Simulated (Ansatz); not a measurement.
# The potential step between two gates: 1T-PtSe2 under 1T-PbSeTe, AA'

Two oppositely charged gates put a neutral stack in a displacement field D. The voltage between them is D/ε₀ times an electrical distance, shorter than the real one because the stack screens.

How it was computed: Ansatz 0.2.0, plane waves with PAW datasets (its set soft_2), PBE-D3(BJ); isolated slab, charged sheets 5 Å from the outer atoms behind model barriers, atoms held. Voltages count from the uncharged case.

| run | D/ε₀ (V/nm) | step in an electron's potential, upper less lower gate (eV) |
| --- | --- | --- |
| run 1 | −3.619 | −2.857 |
| run 2 | −1.810 | −1.428 |
| run 3 | 0.000 | 0.000 |
| run 4 | 1.810 | 1.428 |
| run 5 | 3.619 | 2.855 |
| run 6 | 5.428 | ? |

Q: Estimate the withheld value from the rows shown.

A least-squares line through the 5 rows shown has slope 0.7891 and intercept −0.0004; no row lies more than 0.001 eV off it. The size of the slope, 0.789 nm, is the electrical distance; the sheets are 1.914 nm apart, and screening reaches beyond the outer atoms. At 5.428 it gives 0.7891 × 5.428 + (−0.0004) = 4.283 eV, beyond the rows fitted. Rounding and scatter of the rows alone allow about ±0.001 eV there.

The run itself gives 4.280 eV: a miss of −0.003 eV, or 0.1 % of the value. Screening stays linear to within 1 % over this range.

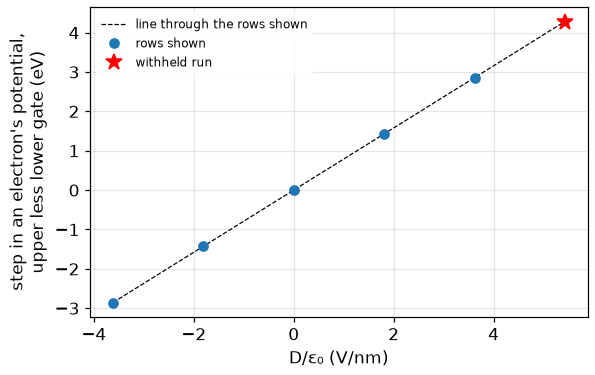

The fit and the withheld run.

Caveats: The gates are model sheets, not atoms. Spin-orbit coupling is left out, which changes the bands of elements this heavy.
